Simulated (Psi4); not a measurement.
# A workflow on BSiH4O2F (SMILES OB(F)O[SiH3])

Wanted: a geometry optimisation (singlet BSiH4O2F, PBE0/def2-SVPD), then a single-point energy (doublet BSiH4O2F+, UPBE0/def2-SVPD), then a structure relaxation (doublet BSiH4O2F+, UPBE0/def2-SVPD), then the energy (doublet BSiH4O2F−, UPBE0/def2-SVPD), then a structure relaxation (doublet BSiH4O2F−, UPBE0/def2-SVPD) of BFH4O2Si. 

The calculation is run with Psi4 1.11.

## (1) The system as given

BSiH4O2F has 9 atoms, charge 0, and is taken as a singlet. As SMILES, `OB(F)O[SiH3]`. The coordinates come from a PBE0-D4/def2-TZVP relaxation. This is one conformer, not always the lowest. The run starts from this shape.

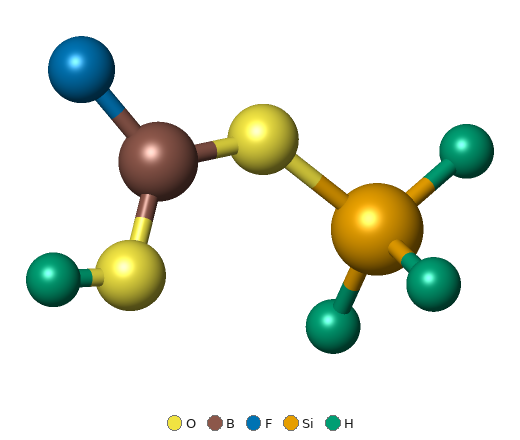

The structure, seen from a chosen angle (oxygen yellow, boron brown, fluorine blue, silicon amber, hydrogen teal).

## (2) A geometry optimisation at PBE0/def2-SVPD (density fitting) (run 1)

calc.dat reads:

```
memory 1600 MB

molecule {
  0 1
  O     -1.614100     0.556700     0.394000
  B     -0.395400     1.157100     0.352700
  F     -0.277300     2.450800     0.657900
  O      0.708900     0.466900     0.006200
  Si     0.934200    -1.114900    -0.425000
  H     -2.322500     1.149900     0.654100
  H      2.381900    -1.273900    -0.690900
  H      0.154500    -1.427600    -1.647800
  H      0.518200    -2.011000     0.681800
  symmetry c1
}

set basis def2-SVPD

E = opt("pbe0")
print_variables()
```

On the command line:

```
$ psi4 -n 1 calc.dat calc.out
```

calc.out:

```text
[...]
  Running in c1 symmetry.
[...]
  Nuclear repulsion =  222.106225101530924
[...]
  Multiplicity = 1
[...]
  Nalpha       = 24
  Nbeta        = 24
[...]
    Number of basis functions: 145
[...]
   @DF-RKS iter   1:  -566.26368896835618   -3.96720e-01   6.04152e-03 ADIIS/DIIS
[...]
   @DF-RKS iter   7:  -566.54749347852226   -6.25278e-12   4.89592e-09 DIIS
[...]
  @DF-RKS Final Energy:  -566.54749347852226
   => Energetics <=
    Nuclear Repulsion Energy =            220.9163426857251409
    One-Electron Energy =               -1222.3981209990874959
    Two-Electron Energy =                 475.6506460374951075
    DFT Exchange-Correlation Energy =     -40.7163612026550794
    Empirical Dispersion Energy =           0.0000000000000000
    VV10 Nonlocal Energy =                  0.0000000000000000
    Total Energy =                       -566.5474934785223695
[...]
 Multipole Moments:
 ------------------------------------------------------------------------------------
     Multipole            Electronic (a.u.)      Nuclear  (a.u.)        Total (a.u.)
 ------------------------------------------------------------------------------------
 L = 1.  Multiply by 2.5417464519 to convert [e a0] to [Debye]
 Dipole X            :         -1.7082218            1.2824920           -0.4257298
 Dipole Y            :          7.2838611           -7.6341525           -0.3502914
 Dipole Z            :          2.0923599           -2.1130791           -0.0207193
 Magnitude           :                                                    0.5517057
[...]
  -Total Gradient:
     Atom            X                  Y                   Z
    ------   -----------------  -----------------  -----------------
       1       -0.000063723185     0.000019943365     0.000005660822
       2        0.000197235912    -0.000227237738    -0.000056161061
       3       -0.000025159248     0.000213672031     0.000046512244
       4       -0.000123009678     0.000020045951     0.000012233577
       5        0.000013516517     0.000107548551     0.000025754036
       6        0.000019702440     0.000084960219     0.000017598939
       7       -0.000003915589     0.000018059494     0.000005392901
       8       -0.000014349142     0.000031396924     0.000005182311
       9       -0.000013534852     0.000029221067     0.000013722019
[...]
    Final optimized geometry and variables:
    Molecular point group: c1
    Full point group: C1
    Geometry (in Angstrom), charge = 0, multiplicity = 1:
    O           -1.639106268661     0.118611464513     0.287079605945
    B           -0.422941903457     0.724065371084     0.247808371172
    F           -0.323136960289     2.025284460714     0.557853870511
    O            0.689733570734     0.050611951420    -0.095657220001
    SI           0.907156656132    -1.564872980380    -0.534297244242
    H           -2.356043954929     0.702621965612     0.545877224322
    H            2.360271141345    -1.725521370614    -0.801903656321
    H            0.112688680664    -1.861577789552    -1.758689661942
    H            0.479480248603    -2.448794935197     0.585578405942
  Variable Map:
[...]
```

Standard output:

```text
Optimizer: Optimization complete!
```

It took 59 s on 1 thread of Intel Xeon 6975P-C (Granite Rapids), shared host; peak memory 1.1 GiB.

The path in brief:

| step | energy from the first frame kept (eV) | largest force (eV/Å) |
| --- | --- | --- |
| 0 | 0.0000 | 0.9463 |
| 1 | -0.0157 | 0.2922 |
| 2 | -0.0173 | 0.0812 |
| 3 | -0.0175 | 0.0381 |
| 4 | -0.0175 | 0.0743 |
| 5 | -0.0176 | 0.0263 |
| 6 | -0.0176 | 0.0157 |

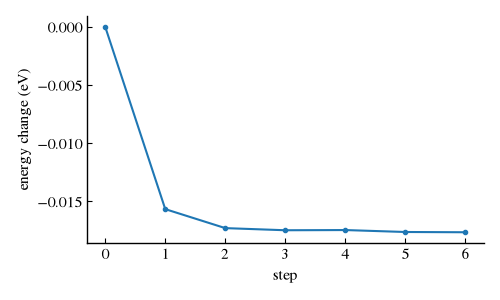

Energy along the run.

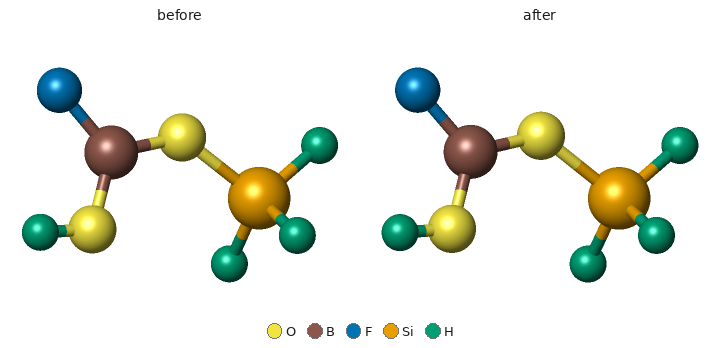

Before and after, at one scale.

After the run. Bond lengths: O1–B2 1.359 Å, B2–F3 1.341 Å, B2–O4 1.345 Å, O4–Si5 1.688 Å, O1–H6 0.960 Å, Si5–H7 1.486 Å, Si5–H8 1.489 Å, Si5–H9 1.489 Å. Some angles: O1–B2–F3 119.5°, O1–B2–O4 121.6°, F3–B2–O4 118.9°, B2–O4–Si5 130.7°, B2–O1–H6 113.9°, O4–Si5–H7 106.0°, O4–Si5–H8 109.6°, O4–Si5–H9 109.6°, H7–Si5–H8 110.6°, H7–Si5–H9 110.6°.

## (3) The doublet cation: a single-point energy at UPBE0/def2-SVPD (density fitting) (run 2)

bfh4o2si.inp reads:

```
memory 1.6 GB

molecule m {
  1 2
  O     -3.04169939     1.04613538     0.74116003
  B     -0.74348251     2.19027762     0.66694671
  F     -0.55487839     4.64922515     1.25284874
  O      1.35917040     0.91763589     0.01789193
  Si     1.77004032    -2.13518832    -0.81101754
  H     -4.39651586     2.14975622     1.23021549
  H      4.51602781    -2.43877093    -1.31672148
  H      0.26871339    -2.69587951    -3.12478498
  H      0.96184792    -3.80555882     1.30523950
  units bohr
  symmetry c1
}

set {
  basis     def2-SVPD
  reference uks
}

energy('pbe0')
```

On the command line:

```
$ psi4 -i bfh4o2si.inp -o bfh4o2si.out -n 1
```

bfh4o2si.out:

```text
[...]
  Running in c1 symmetry.
[...]
  Nuclear repulsion =  220.916347438064918
[...]
  Multiplicity = 2
[...]
  Nalpha       = 24
  Nbeta        = 23
[...]
    Number of basis functions: 145
[...]
   @DF-UKS iter   1:  -565.82389604665468    4.23683e-03   5.90721e-03 DIIS/ADIIS
[...]
   @DF-UKS iter  13:  -566.12436471843523   -4.18091e-08   5.70248e-07 DIIS
[...]
   @S^2 Observed:                7.618103264E-01
[...]
    Orbital Energies [Eh]
    ---------------------
    Alpha Occupied:
       1A    -66.534208     2A    -24.967666     3A    -19.534239
       4A    -19.481041     5A     -7.117651     6A     -5.619299
       7A     -3.958811     8A     -3.957624     9A     -3.953658
      10A     -1.412126    11A     -1.330216    12A     -1.285034
      13A     -0.878160    14A     -0.822769    15A     -0.755126
      16A     -0.744108    17A     -0.734067    18A     -0.673540
      19A     -0.657735    20A     -0.653029    21A     -0.622399
      22A     -0.610334    23A     -0.604859    24A     -0.583894
    Alpha Virtual:
      25A     -0.212471    26A     -0.169213    27A     -0.163196
[...]
  @DF-UKS Final Energy:  -566.12436471843523
   => Energetics <=
    Nuclear Repulsion Energy =            220.9163474380649177
    One-Electron Energy =               -1211.1935858392762384
    Two-Electron Energy =                 464.5948492589079706
    DFT Exchange-Correlation Energy =     -40.4419755761318953
    Empirical Dispersion Energy =           0.0000000000000000
    VV10 Nonlocal Energy =                  0.0000000000000000
    Total Energy =                       -566.1243647184352312
[...]
 Multipole Moments:
 ------------------------------------------------------------------------------------
     Multipole            Electronic (a.u.)      Nuclear  (a.u.)        Total (a.u.)
 ------------------------------------------------------------------------------------
 L = 1.  Multiply by 2.5417464519 to convert [e a0] to [Debye]
 Dipole X            :         -1.3559132            1.2824917           -0.0734215
 Dipole Y            :          5.6595100           -7.6341521           -1.9746421
 Dipole Z            :          1.6296013           -2.1130804           -0.4834791
 Magnitude           :                                                    2.0342945
[...]
```

Wall time 18 s (1 thread of Intel Xeon 6975P-C (Granite Rapids), shared host); peak memory 1 GiB.

## (4) The doublet cation: a structure relaxation at UPBE0/def2-SVPD (density fitting) (run 3)

calc.in reads:

```
memory 1600 mb

molecule mol {
  1 2
  O     -3.04169939     1.04613538     0.74116003
  B     -0.74348251     2.19027762     0.66694671
  F     -0.55487839     4.64922515     1.25284874
  O      1.35917040     0.91763589     0.01789193
  Si     1.77004032    -2.13518832    -0.81101754
  H     -4.39651586     2.14975622     1.23021549
  H      4.51602781    -2.43877093    -1.31672148
  H      0.26871339    -2.69587951    -3.12478498
  H      0.96184792    -3.80555882     1.30523950
  units au
  symmetry c1
}

set globals {
  reference    uks
  geom_maxiter 50
}

E, wfn = opt("pbe0/def2-SVPD", return_wfn=True)
```

On the command line:

```
$ psi4 calc.in calc.out -n 1
```

calc.out, cut to the lines that bear on the results:

```text
[...]
  Running in c1 symmetry.
[...]
  Nuclear repulsion =  220.916347438064918
[...]
  Multiplicity = 2
[...]
  Nalpha       = 24
  Nbeta        = 23
[...]
    Number of basis functions: 145
[...]
   @DF-UKS iter   1:  -565.82389604665468    4.23683e-03   5.90721e-03 DIIS/ADIIS
[...]
   @DF-UKS iter   8:  -566.14511903829214   -8.86757e-12   8.55404e-09 DIIS
[...]
   @S^2 Observed:                7.563843178E-01
[...]
  @DF-UKS Final Energy:  -566.14511903829214
   => Energetics <=
    Nuclear Repulsion Energy =            222.6891058707280706
    One-Electron Energy =               -1215.2873623110813242
    Two-Electron Energy =                 466.9120757220183577
    DFT Exchange-Correlation Energy =     -40.4589383199572481
    Empirical Dispersion Energy =           0.0000000000000000
    VV10 Nonlocal Energy =                  0.0000000000000000
    Total Energy =                       -566.1451190382921368
[...]
 Multipole Moments:
[...]
  -Total Gradient:
     Atom            X                  Y                   Z
    ------   -----------------  -----------------  -----------------
       1        0.000068224323     0.000074275751     0.000005343207
       2        0.000141588038    -0.000056867987    -0.000027629414
       3        0.000082798423     0.000050671639    -0.000004187671
       4       -0.000039593485     0.000124306219     0.000035978060
       5        0.000035208380    -0.000128205799    -0.000047392012
       6        0.000049733979     0.000077204011     0.000011234395
       7        0.000014890050     0.000000943394    -0.000000672043
       8       -0.000005109495     0.000021989304     0.000027456595
       9       -0.000016918216     0.000025736204    -0.000005425086
[...]
    Final optimized geometry and variables:
    Molecular point group: c1
[...]
```

Standard output:

```text
Optimizer: Optimization complete!
```

Wall time 3.9 min (1 thread of Intel Xeon 6975P-C (Granite Rapids), shared host); peak memory 1.1 GiB.

Steps, from the record of the run:

| step | energy from the first frame kept (eV) | largest force (eV/Å) |
| --- | --- | --- |
| 0 | 0.0000 | 3.7388 |
| 1 | -0.2704 | 1.9279 |
| 2 | -0.3813 | 0.6322 |
| 3 | -0.4131 | 0.6256 |
| 4 | -0.4847 | 0.7726 |
| 5 | -0.4919 | 2.1763 |
| 6 | -0.5534 | 0.5276 |
| 7 | -0.5304 | 0.8057 |
| 8 | -0.5633 | 0.0662 |
| 9 | -0.5639 | 0.0451 |
| 10 | -0.5643 | 0.0659 |
| 11 | -0.5645 | 0.0724 |
| 12 | -0.5647 | 0.0236 |
| 13 | -0.5647 | 0.0133 |
| 14 | -0.5648 | 0.0080 |

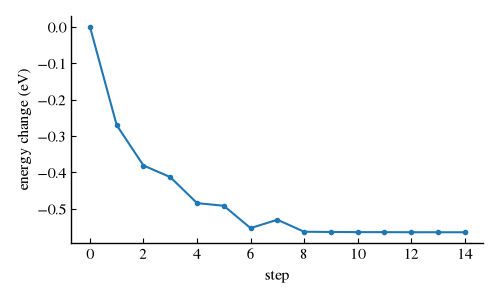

Energy along the run.

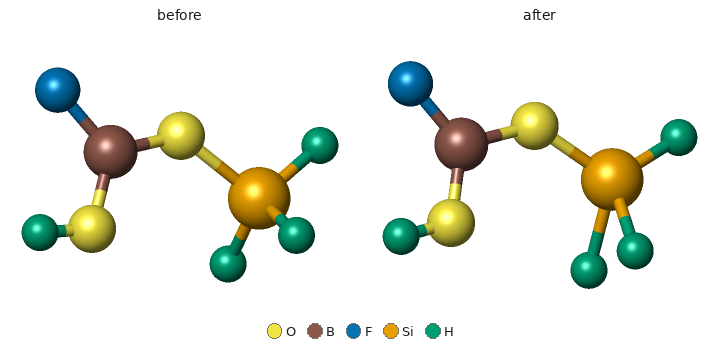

Before and after, at one scale.

After the run. Bond lengths: O1–B2 1.336 Å, B2–F3 1.306 Å, B2–O4 1.411 Å, O4–Si5 1.604 Å, O1–H6 0.964 Å, Si5–H7 1.467 Å, Si5–H8 1.583 Å, Si5–H9 1.583 Å. Some angles: O1–B2–F3 126.6°, O1–B2–O4 116.5°, F3–B2–O4 116.8°, B2–O4–Si5 133.7°, B2–O1–H6 117.2°, O4–Si5–H7 118.1°, O4–Si5–H8 113.5°, O4–Si5–H9 113.5°, H7–Si5–H8 118.6°, H7–Si5–H9 118.6°.

## (5) The doublet anion: the energy at UPBE0/def2-SVPD (density fitting) (run 4)

input.in reads:

```
memory 1600 mb

molecule {
  -1 2
  O     -3.04169939     1.04613538     0.74116003
  B     -0.74348251     2.19027762     0.66694671
  F     -0.55487839     4.64922515     1.25284874
  O      1.35917040     0.91763589     0.01789193
  Si     1.77004032    -2.13518832    -0.81101754
  H     -4.39651586     2.14975622     1.23021549
  H      4.51602781    -2.43877093    -1.31672148
  H      0.26871339    -2.69587951    -3.12478498
  H      0.96184792    -3.80555882     1.30523950
  units bohr
  symmetry c1
}

set basis def2-SVPD
set reference uks

E, wfn = energy('pbe0', return_wfn=True)
print_variables()
```

On the command line:

```
$ psi4 input.in input.out -n 1
```

input.out:

```text
[...]
  Running in c1 symmetry.
[...]
  Nuclear repulsion =  220.916347438064918
[...]
  Multiplicity = 2
[...]
  Nalpha       = 25
  Nbeta        = 24
[...]
    Number of basis functions: 145
[...]
   @DF-UKS iter   1:  -566.09032018038954   -2.62187e-01   6.65198e-03 DIIS/ADIIS
[...]
   @DF-UKS iter  12:  -566.51585742980240   -1.55781e-07   2.92784e-07 DIIS
[...]
   @S^2 Observed:                7.504862230E-01
[...]
    Orbital Energies [Eh]
    ---------------------
    Alpha Occupied:
       1A    -66.138854     2A    -24.622348     3A    -19.079668
       4A    -19.076245     5A     -6.730179     6A     -5.221323
       7A     -3.560488     8A     -3.558385     9A     -3.558152
      10A     -1.066429    11A     -0.903690    12A     -0.874207
      13A     -0.468361    14A     -0.430525    15A     -0.399460
      16A     -0.350175    17A     -0.332190    18A     -0.296085
      19A     -0.267437    20A     -0.261037    21A     -0.236568
      22A     -0.220122    23A     -0.202760    24A     -0.190634
      25A      0.073653
    Alpha Virtual:
[...]
  @DF-UKS Final Energy:  -566.51585742980240
   => Energetics <=
    Nuclear Repulsion Energy =            220.9163474380649177
    One-Electron Energy =               -1229.8585811281138831
    Two-Electron Energy =                 483.2335833064548183
    DFT Exchange-Correlation Energy =     -40.8072070462081840
    Empirical Dispersion Energy =           0.0000000000000000
    VV10 Nonlocal Energy =                  0.0000000000000000
    Total Energy =                       -566.5158574298023950
[...]
 Multipole Moments:
 ------------------------------------------------------------------------------------
     Multipole            Electronic (a.u.)      Nuclear  (a.u.)        Total (a.u.)
 ------------------------------------------------------------------------------------
 L = 1.  Multiply by 2.5417464519 to convert [e a0] to [Debye]
 Dipole X            :         -0.4145937            1.2824917            0.8678980
 Dipole Y            :          6.6130165           -7.6341521           -1.0211356
 Dipole Z            :          1.7208865           -2.1130804           -0.3921939
 Magnitude           :                                                    1.3963456
[...]
```

Run time: 14 s. Hardware: 1 thread of Intel Xeon 6975P-C (Granite Rapids), shared host; peak memory 1 GiB.

## (6) The doublet anion: a geometry optimisation at UPBE0/def2-SVPD (density fitting) (run 5)

bfh4o2si.dat reads:

```
memory 1600 mb

molecule system {
  -1 2
  O     -1.609598     0.553591     0.392205
  B     -0.393434     1.159045     0.352933
  F     -0.293629     2.460264     0.662979
  O      0.719242     0.485592     0.009468
  Si     0.936665    -1.129893    -0.429172
  H     -2.326536     1.137602     0.651002
  H      2.389779    -1.290542    -0.696779
  H      0.142197    -1.426598    -1.653565
  H      0.508988    -2.013815     0.690703
  symmetry c1
}

set {
  reference    uks
  geom_maxiter 50
}

opt('pbe0/def2-SVPD')
```

On the command line:

```
$ psi4 -i bfh4o2si.dat -o bfh4o2si.out -n 1
```

bfh4o2si.out, cut to the lines that bear on the results:

```text
[...]
  Running in c1 symmetry.
[...]
  Nuclear repulsion =  220.916347294328290
[...]
  Multiplicity = 2
[...]
  Nalpha       = 25
  Nbeta        = 24
[...]
    Number of basis functions: 145
[...]
   @DF-UKS iter   1:  -566.09032021463725   -2.62187e-01   6.65198e-03 DIIS/ADIIS
[...]
   @DF-UKS iter   9:  -566.51646460767381   -2.50111e-12   3.81993e-09 DIIS
[...]
   @S^2 Observed:                7.504566888E-01
[...]
  @DF-UKS Final Energy:  -566.51646460767381
   => Energetics <=
    Nuclear Repulsion Energy =            220.1139389554650450
    One-Electron Energy =               -1228.2337408510611567
    Two-Electron Energy =                 482.3972547461048634
    DFT Exchange-Correlation Energy =     -40.7939174581825412
    Empirical Dispersion Energy =           0.0000000000000000
    VV10 Nonlocal Energy =                  0.0000000000000000
    Total Energy =                       -566.5164646076738109
[...]
 Multipole Moments:
[...]
  -Total Gradient:
     Atom            X                  Y                   Z
    ------   -----------------  -----------------  -----------------
       1        0.000063543388     0.000111014621     0.000060084402
       2       -0.000019405903    -0.000141928633    -0.000169787126
       3        0.000095541901     0.000110163370     0.000063981056
       4        0.000100702866     0.000069376601     0.000050624563
       5        0.000032710018     0.000002325934    -0.000013014826
       6        0.000072134025     0.000061367041     0.000007934986
       7       -0.000021631434    -0.000033549011    -0.000005521983
       8       -0.000019573835    -0.000004024607     0.000011107663
       9       -0.000026409576     0.000002952224     0.000001564935
[...]
    Final optimized geometry and variables:
    Molecular point group: c1
[...]
```

The script printed:

```text
Optimizer: Optimization complete!
```

It took 89 s on 1 thread of Intel Xeon 6975P-C (Granite Rapids), shared host; peak memory 1.1 GiB.

Step by step:

| step | energy from the first frame kept (eV) | largest force (eV/Å) |
| --- | --- | --- |
| 0 | 0.0000 | 0.5954 |
| 1 | -0.0146 | 0.3108 |
| 2 | -0.0163 | 0.0706 |
| 3 | -0.0164 | 0.0352 |
| 4 | -0.0165 | 0.0251 |
| 5 | -0.0165 | 0.0114 |

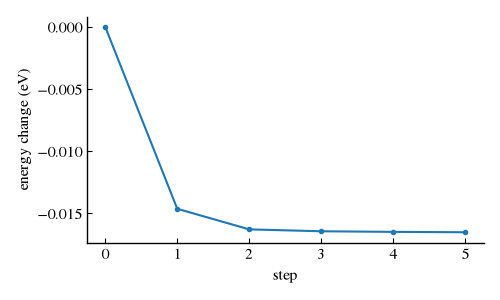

Energy along the run.

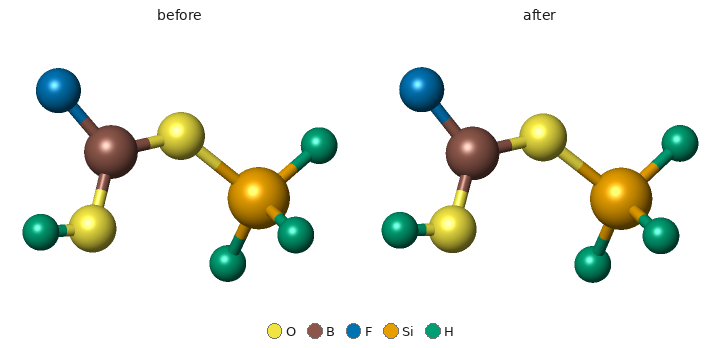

Before and after, at one scale.

After the run. Bond lengths: O1–B2 1.355 Å, B2–F3 1.348 Å, B2–O4 1.356 Å, O4–Si5 1.684 Å, O1–H6 0.974 Å, Si5–H7 1.496 Å, Si5–H8 1.495 Å, Si5–H9 1.495 Å. Some angles: O1–B2–F3 120.6°, O1–B2–O4 122.7°, F3–B2–O4 116.7°, B2–O4–Si5 131.3°, B2–O1–H6 112.5°, O4–Si5–H7 104.6°, O4–Si5–H8 111.0°, O4–Si5–H9 111.0°, H7–Si5–H8 110.0°, H7–Si5–H9 110.0°.

## (7) Outcome

```
                                                               quantity          value
                         run 1, PBE0/def2-SVPD: total energy at the end  -566.54749 Eh
                                   run 1, PBE0/def2-SVPD: dipole moment         1.40 D
                                     run 1, PBE0/def2-SVPD: HOMO energy       -9.31 eV
                                     run 1, PBE0/def2-SVPD: LUMO energy       -0.28 eV
                                   run 1, PBE0/def2-SVPD: HOMO–LUMO gap        9.03 eV
                                    doublet cation, run 2: total energy  -566.12436 Eh
              doublet cation, run 2: HOMO energy (highest over α and β)      -15.57 eV
               doublet cation, run 2: LUMO energy (lowest over α and β)      -13.70 eV
                                            doublet cation, run 2: ⟨S²⟩          0.762
                         doublet cation, run 3: total energy at the end  -566.14512 Eh
              doublet cation, run 3: HOMO energy (highest over α and β)      -15.23 eV
               doublet cation, run 3: LUMO energy (lowest over α and β)      -11.51 eV
                                            doublet cation, run 3: ⟨S²⟩          0.756
                                     doublet anion, run 4: total energy  -566.51586 Eh
               doublet anion, run 4: HOMO energy (highest over α and β)        2.00 eV
                doublet anion, run 4: LUMO energy (lowest over α and β)        3.30 eV
                                             doublet anion, run 4: ⟨S²⟩          0.750
                          doublet anion, run 5: total energy at the end  -566.51646 Eh
               doublet anion, run 5: HOMO energy (highest over α and β)        1.98 eV
                doublet anion, run 5: LUMO energy (lowest over α and β)        3.28 eV
                                             doublet anion, run 5: ⟨S²⟩          0.750
 adiabatic electron affinity (to the doublet anion, no zero-point term)      -0.844 eV
adiabatic ionisation energy (to the doublet cation, no zero-point term)      10.949 eV
```

**Reading.** The adiabatic electron affinity (to the doublet anion, no zero-point term) is −0.84 eV (−19.5 kcal/mol). A negative value puts this state of the anion above the relaxed parent: the electron is not bound at this level, and such a value depends on the basis. The adiabatic ionisation energy (to the doublet cation, no zero-point term) is 10.95 eV (1056 kJ/mol). The optimisation (run 1, PBE0/def2-SVPD) took 7 steps and changed the energy by -0.018 eV. The optimisation (doublet cation, run 3) took 15 steps and changed the energy by -0.565 eV. The HOMO (doublet anion, run 4) lies at positive energy, 2.00 eV; only total energies tell whether the electron is bound.
